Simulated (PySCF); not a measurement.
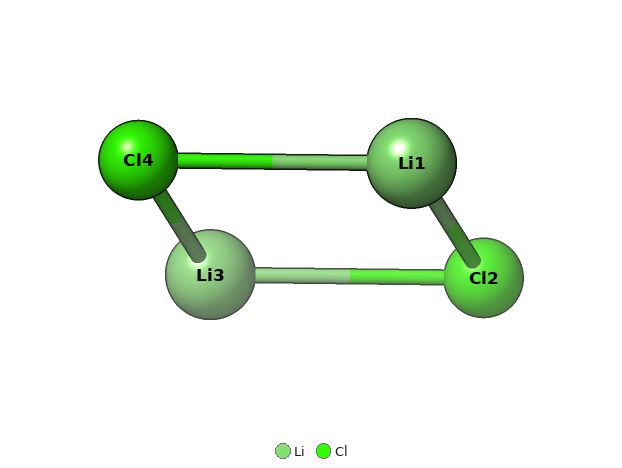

Atoms fade into the background with distance from the viewer. The geometry was computed by an optimisation with PBE0-D3(BJ)/def2-SVP. No frequency run is at hand to confirm it as a minimum.

### What is the conformation of the ring Li1–Cl2–Li3–Cl4?

It is planar. The Cremer–Pople amplitude Q is 0.00 Å.

### Give the torsion angles round the ring, beginning with the bond from its second to its third atom.

0°, 0°, 0°, 0°.
